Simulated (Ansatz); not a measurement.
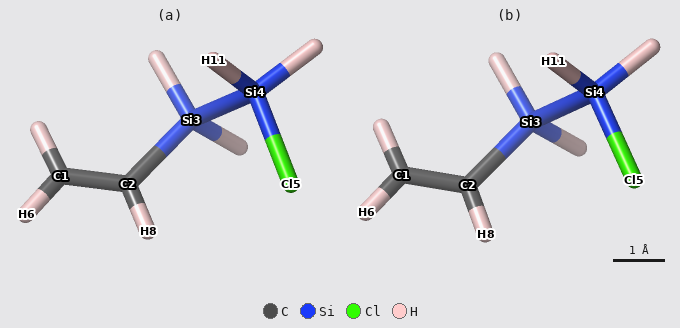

The structure of C2H7ClSi2 before (left) and after (right) a relaxation, at one scale.

Style: stick. Shown from a free direction.

The start comes from PBE-D4/def2-SVP.

Theory: RKS PBE0-D4/def2-TZVP in Ansatz. (force threshold 0.005 eV/Å; at most 150 steps)

Question: What changed between the two?

Answer: The largest move after the best rigid fit is that of an H atom, 0.13 Å. By element the largest moves are H 0.13 Å, Cl 0.13 Å, Si 0.04 Å, C 0.04 Å. Near-neighbour distances that change, for instance: Cl–Si 2.101 → 2.070 Å, H–Si 1.505 → 1.485 Å, C–Si 1.877 → 1.859 Å, C–C 1.349 → 1.330 Å. Among the angles between lasting bonds that change: Si–Si–Cl 104.9° → 107.7°, C–Si–Si 107.3° → 109.4°. Over 12 geometry steps the energy falls by 1.33 kcal/mol. The largest force component goes from 0.53 to 0.003 eV/Å.
